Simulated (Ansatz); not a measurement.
# TiAu (Pmma): equation of state with a fit in Python

Where is the equilibrium volume of TiAu (Pmma), and how stiff is it? Wanted for TiAu (Pmma): an equation of state with a fit.

Program: Ansatz 0.2.0, driven from Python. Level of theory: DFT LDA, plane waves, PAW. These are calculated values, not measurements.

## 1. The structure

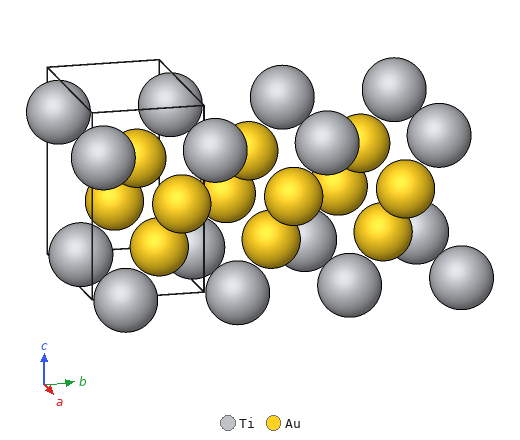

The structure that the script starts from, seen slightly off an axis (titanium light grey, gold amber). 2×3×1 cells are drawn. Atoms on cell faces are repeated.

No structure file is read: the coordinates are typed or built in the script.

## 2. The code

Input file run_eos.py:

```python
# -*- coding: utf-8 -*-
import ansatz as az
import numpy as np
from scipy.optimize import curve_fit

vectors0 = np.array([
    [4.61507137, 0.0, 0.0],
    [0.0, 2.9551944, 0.0],
    [0.0, 0.0, 4.947513],
])
sites = [
    ('Ti', [0.25, 0.0, 0.82019051]),
    ('Ti', [0.75, 0.0, 0.17980949]),
    ('Au', [0.25, 0.5, 0.32411048]),
    ('Au', [0.75, 0.5, 0.67588952]),
]


def make_crystal(cell):
    crystal = az.Crystal(lattice=az.Lattice.of(cell))
    for symbol, position in sites:
        crystal = crystal.atom(symbol, position)
    return crystal

def vinet(v, e0, v0, b0, b1):
    eta = (v / v0) ** (1 / 3)
    return e0 + 2 * b0 * v0 / (b1 - 1) ** 2 * (2 - (5 + 3 * b1 * (eta - 1) - 3 * eta) * np.exp(-1.5 * (b1 - 1) * (eta - 1)))

volumes, energies, pressures = [], [], []
for scale in np.linspace(0.92, 1.08, 7):
    cell = vectors0 * scale ** (1 / 3)
    calculation = (
        make_crystal(cell).calculation()
        .pseudopotentials('paw')
        .basis(420)
        .functional(az.Functional.LDA)
        .occupations(az.OccupationsMethod.FERMI_DIRAC)
        .kpoints(6, 9, 6)
        .stress()
    )
    rep = calculation.run(threads=1).report
    volumes.append(abs(np.linalg.det(cell)) / len(sites))
    energies.append(rep['free_energy_ev'] / len(sites))
    pressures.append(np.trace(rep['stress_gpa']) / 3)
    print(f'V = {volumes[-1]:8.4f} A^3/atom  F = {energies[-1]:.5f} eV/atom  P = {pressures[-1]:8.3f} GPa')

guess = (min(energies), volumes[int(np.argmin(energies))], 0.5, 4.5)
(e0, v0, b0, b1), _ = curve_fit(vinet, np.array(volumes), np.array(energies), p0=guess, maxfev=20000)
print(f'Vinet fit: V0 = {v0:.4f} A^3/atom, B0 = {160.21766 * b0:.1f} GPa, B1 = {b1:.2f}')
print('largest residual', round(1000 * float(np.abs(vinet(np.array(volumes), e0, v0, b0, b1) - energies).max()), 3), 'meV/atom')
```

## 3. The run

Command:

```bash
$ python run_eos.py
```

What it wrote:

```text
V =  15.5196 A^3/atom  F = -7658.09806 eV/atom  P =    3.249 GPa
V =  15.9694 A^3/atom  F = -7658.09970 eV/atom  P =   -1.941 GPa
V =  16.4192 A^3/atom  F = -7658.08790 eV/atom  P =   -6.340 GPa
V =  16.8691 A^3/atom  F = -7658.06473 eV/atom  P =  -10.063 GPa
V =  17.3189 A^3/atom  F = -7658.03194 eV/atom  P =  -13.204 GPa
V =  17.7688 A^3/atom  F = -7657.99104 eV/atom  P =  -15.847 GPa
V =  18.2186 A^3/atom  F = -7657.94335 eV/atom  P =  -18.061 GPa
Vinet fit: V0 = 15.7923 A^3/atom, B0 = 178.8 GPa, B1 = 4.77
largest residual 0.001 meV/atom
```

Wall time 68 s (1 thread of Arm Neoverse V1, shared host); peak memory 0.48 GiB.

## 4. What each run gave

The 7 runs, in the order started:

```csv
run,volume (Å³/atom),energy from run 2 (meV/atom),pressure (GPa),SCF cycles,CPU time (s)
1,15.520,1.63,3.25,7,8.7
2,15.969,0.00,-1.94,7,8.6
3,16.419,11.80,-6.34,7,8.9
4,16.869,34.97,-10.06,7,9.6
5,17.319,67.76,-13.20,7,9.8
6,17.769,108.65,-15.85,7,10
7,18.219,156.35,-18.06,7,10
```

Energies are free energies F = E - TS of the smeared occupations. 

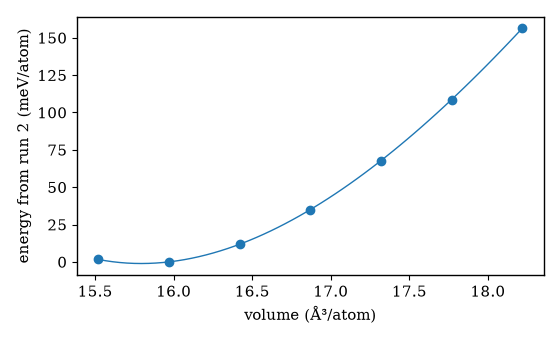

Energy against volume; the line is a third-order Birch-Murnaghan fit.

## 5. Results

```
                      quantity            value
                 runs compared                7
               range of energy  156.35 meV/atom
lowest point, volume (Å³/atom)           15.969
      equilibrium volume (fit)    15.79 Å³/atom
            bulk modulus (fit)          179 GPa
```

A third-order Birch-Murnaghan fit through the 7 points (the script's own form differs a little) has its minimum at 15.79 Å³ an atom, 6.4 % below the typed cell, with a bulk modulus of 179 GPa and dB/dP = 4.9. From that minimum the energy rises by 2.7 meV an atom on the compressed side and 157.4 meV on the expanded side. The window is off centre, so dB/dP is rough. What to keep in mind:
- Shape and fractional positions are held along the curve, so the bulk modulus is an upper value where they are free to relax, by a factor of two or more in layered or hydrogen-bonded cells.
- For a metal this k-point mesh is coarse: on a finer one energies can move by several to tens of meV an atom and pressures by half a GPa or more, differences at one mesh by less.
- Pressure is positive in compression.
- Spin-orbit coupling, which matters for elements this heavy, is left out.
- At these settings the cell as given stands under about -10 GPa, so it isn't at this functional's equilibrium volume.
- The structure comes from a database of computed cells and needn't be a stable or known phase.
